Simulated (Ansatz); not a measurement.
SnPH4Cl3: several calculations on one system

Part 1: Relaxation

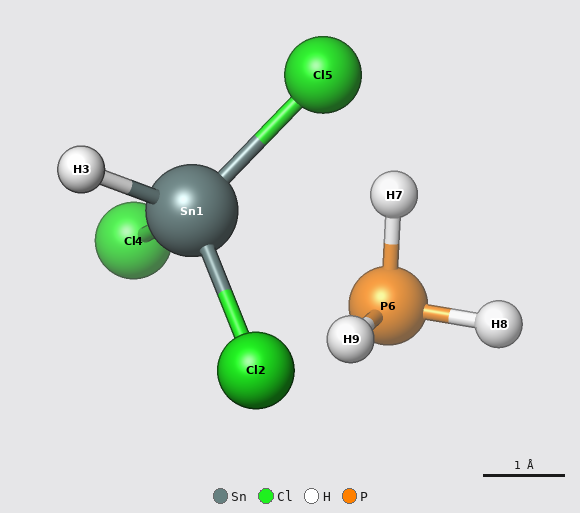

Starting structure of SnPH$_{4}$Cl$_{3}$. Style: ball-and-stick. Shown from a free direction.

The run prepares an end point of a later path (reaction) calculation, from a guessed geometry.

All numbers below come from RKS PBE-D4/def2-SVP (Ansatz).

Input file:
```yaml
crystal:
  periodic: [false, false, false]
  atoms:
    - { symbol: Sn, position_ang: [0.232885, -0.052359, -0.005363] }
    - { symbol: Cl, position_ang: [0.654246, -0.065904, 2.353328] }
    - { symbol: H, position_ang: [1.763721, 0.107081, -0.775825] }
    - { symbol: Cl, position_ang: [-1.059765, 1.791307, -0.689802] }
    - { symbol: Cl, position_ang: [-0.746173, -2.086038, -0.677437] }
    - { symbol: P, position_ang: [-3.176831, 0.280168, 1.321158] }
    - { symbol: H, position_ang: [-2.964184, -0.7129, 0.30369] }
    - { symbol: H, position_ang: [-3.690172, -0.711458, 2.248883] }
    - { symbol: H, position_ang: [-1.861628, 0.138004, 1.858369] }
basis:
  gaussian: { orbitals: def2-SVP }
hamiltonian:
  xc: pbe
  dispersion: d4
relax:
  f_tol: 0.03
  max_steps: 50
output:
  orbitals: {}
```

Run as
```bash
ansatz run input.yaml --threads 4 --pin off --max-ram 5120MiB --backend cpu --events-out ev --progress --plain --runs-dir out
```

Question: Predict the outcome.

Answer: H9 moves most after the best rigid fit: 0.54 Å. By element the largest moves are H 0.54 Å, Sn 0.37 Å, P 0.35 Å, Cl 0.27 Å. Among the contacts that change: Sn1–Cl2 2.396 → 2.353 Å, P6–H9 1.428 → 1.441 Å, P6–H8 1.452 → 1.443 Å. Among the angles between lasting bonds that change: Cl2–Sn1–Cl4 112.8° → 107.7°, Cl2–Sn1–H3 106.5° → 111.1°, Cl4–Sn1–Cl5 111.4° → 107.7°. The energy falls by 16.8 kJ/mol in 8 accepted moves (10 points after the start). The largest force component goes from 0.68 to 0.014 eV/Å. The line search rejected the trial steps at points 4, 7 of the run. The forces were under the threshold at step 5, but the run went on from there. Cost: 17 s on 4 threads of Arm Neoverse V1, on a shared host, peak memory 0.18 GiB.

The structure at the end:

```xyz
9

Sn    0.5552   -0.0584   -0.1787
Cl    0.8302   -0.0978    2.1575
H     2.0677    0.1125   -0.9761
Cl   -0.8914    1.7198   -0.6962
Cl   -0.5118   -2.0570   -0.8118
P    -3.5118    0.2643    1.4310
H    -3.0168   -0.7458    0.5298
H    -4.0904   -0.7274    2.3045
H    -2.2788    0.2778    2.1771
```

After the run, drawn alike:

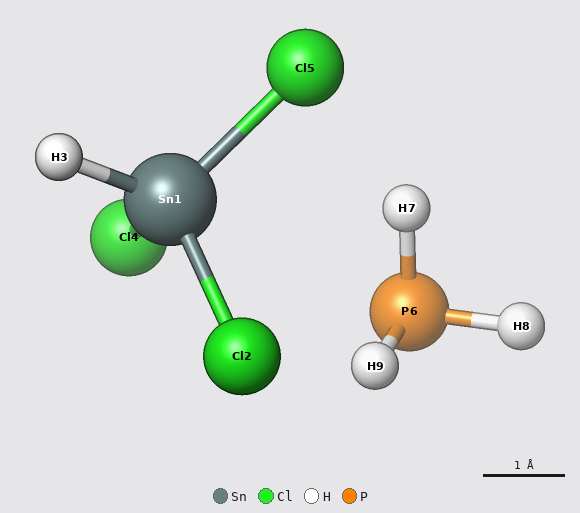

Limits of the set-up: the start holds two separate molecules, 2.6 Å apart at their closest, whose relative position is a soft coordinate.

Part 2: Relaxation

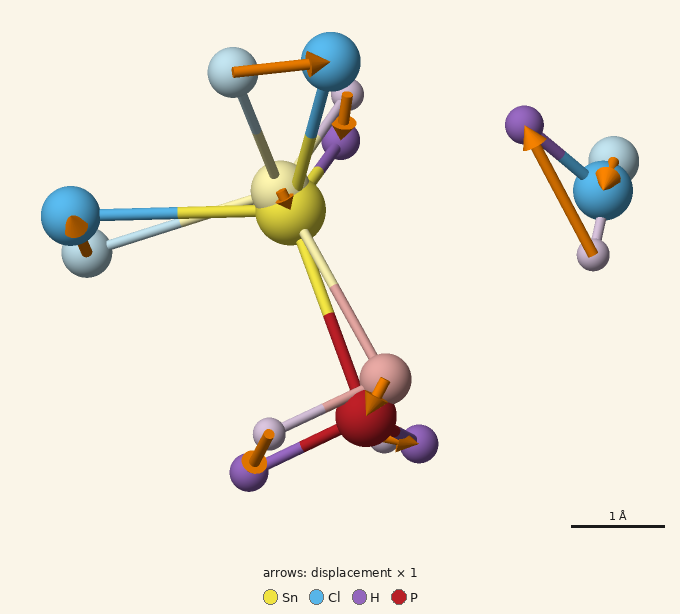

This is a relaxation of SnPH4Cl3. The starting structure is drawn faded, the final one solid; orange arrows show the displacements, at their true length. The two geometries are superimposed by the best rigid fit.

Style: ball-and-stick. Shown face on.

The run prepares an end point of a later path (reaction) calculation, from a guessed geometry.

Level of theory: RKS PBE-D4/def2-SVP (Ansatz 0.2.0). Settings: no spin polarisation; force threshold 0.03 eV/Å; at most 50 steps.

Question: Which element moves most?

Answer: Hydrogen: up to 1.61 Å, against 1.09 Å for chlorine.

Question: Describe the change and its energy.

Answer: Over 31 accepted moves (34 points after the start) the energy falls by 4.12 kcal/mol. The largest force component goes from 0.93 to 0.015 eV/Å. The line search rejected the trial steps at points 1, 16, 19 of the run. The forces were under the threshold at step 10, but the run went on from there. The atom that moves furthest after the best rigid fit is an H atom (1.61 Å). By element the largest moves are H 1.61 Å, Cl 1.09 Å, P 0.45 Å, Sn 0.24 Å. Some distances before and after: Cl–Sn 3.611 → 3.439 Å, P–Sn 2.478 → 2.523 Å, Cl–Sn 2.373 → 2.415 Å, Cl–H 1.342 → 1.321 Å. Bond angles that change, for instance: H–Sn–Cl 108.6° → 105.6°, Cl–Sn–Cl 105.9° → 103.5°, H–Sn–P 122.4° → 124.7°. Groups turn about P–Sn by about 50°. Cost: 50 s on 4 threads of Arm Neoverse V1, with other jobs on the host, peak memory 0.19 GiB.

Limits of the set-up: the start holds two separate molecules, 2.6 Å apart at their closest, whose relative position is a soft coordinate.

Part 3: Path

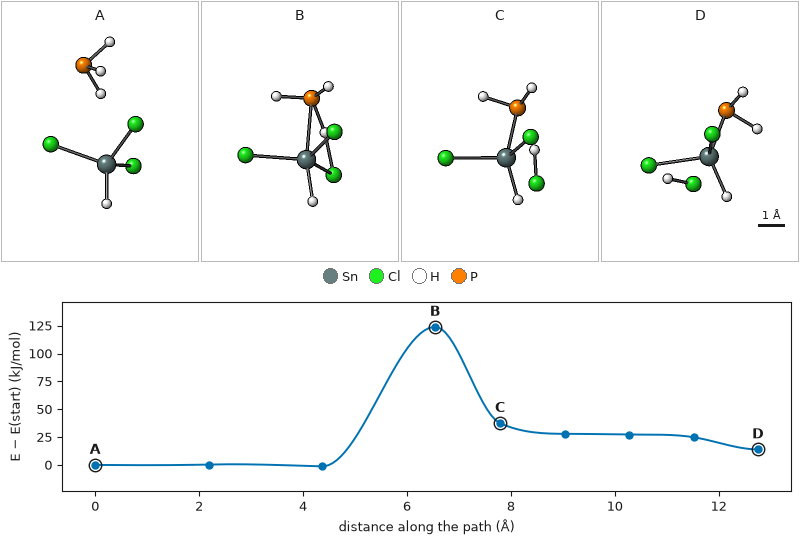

NEB run on SnPH4Cl3, made up at the start of SnHCl3 and PH3. Images are numbered from 0 (start) to 8 (end). Frames A to D are images 0, 3, 4, 8. The picture is a ball-and-stick view, seen from a free direction.

Level of theory: RKS PBE-D4/def2-SVP (Ansatz). Settings: 7 movable images; climbing image; force threshold 0.03 eV/Å; iteration limit 60; starting path through a guess of the saddle point.

Read off the barrier and say what moves.

Breaking: H–P (1.44 → 3.61 Å), Cl–Sn (2.35 → 3.44 Å). Forming: Cl–H (3.13 → 1.32 Å), P–Sn (4.39 → 2.52 Å). Forward barrier 123.9 kJ/mol, backward barrier 110.0 kJ/mol, with image 3 at the top; the reaction energy is +13.9 kJ/mol. Image 2 lies below both ends, at −1.3 kJ/mol, which points to an intermediate minimum that so few images don't resolve. The band converged in 33 iterations. The largest component of the band force went from 5.8 to 0.021 eV/Å. The climbing image converged on the top of the path. Its vibrational analysis gives one imaginary mode (540i cm⁻¹), as a transition state must have.

Limits of the set-up: the start holds two separate molecules, 3.1 Å apart at their closest, whose relative position is a soft coordinate.
